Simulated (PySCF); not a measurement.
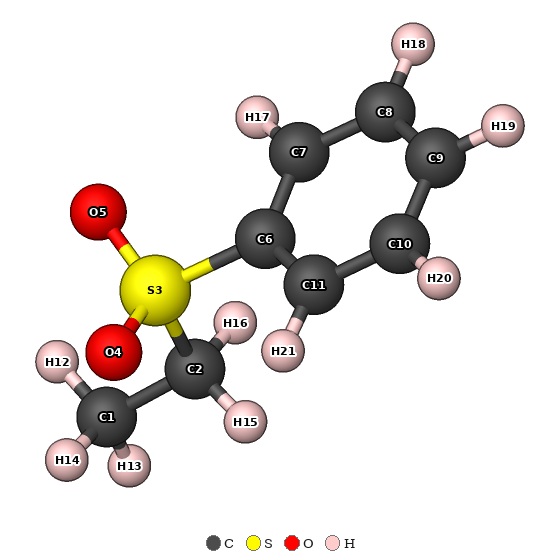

Geometry used (C₈H₁₀O₂S, SMILES CCS(=O)(=O)c1ccccc1).

GIAO shifts, PBE0/pcSseg-1, PySCF 2.14.0, at a PBE0-D3(BJ)/def2-SVP geometry (no frequency check), against H₂O for ¹⁷O and CS₂ for ³³S computed at the same level (¹⁷O: a single water molecule, while the usual scale starts at liquid water and gives values some tens of ppm lower). Gas phase, fully decoupled, line heights follow the number of nuclei, widths are arbitrary (no quadrupolar broadening); values of one conformer, averaged over methyl-type rotors and exact or near symmetry; other conformers aren't averaged in.

Q: How many ¹⁷O lines appear, and where?

A: 1 signal.


| δ (ppm) | nuclei | atoms |
| --- | --- | --- |
| 188.4 | 2 | O4, O5 |

Q: How many ³³S lines appear, and where?

A: 1 signal.


```
δ (ppm)  nuclei  atoms
  301.7       1     S3
```

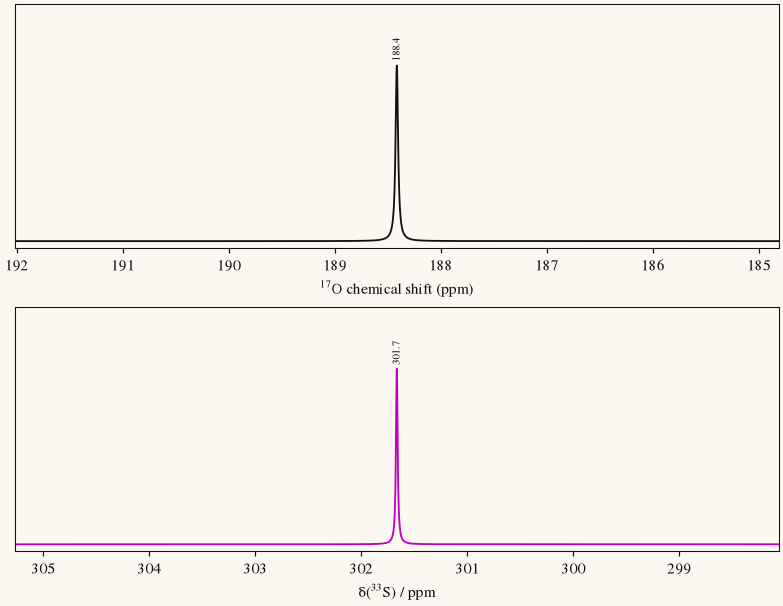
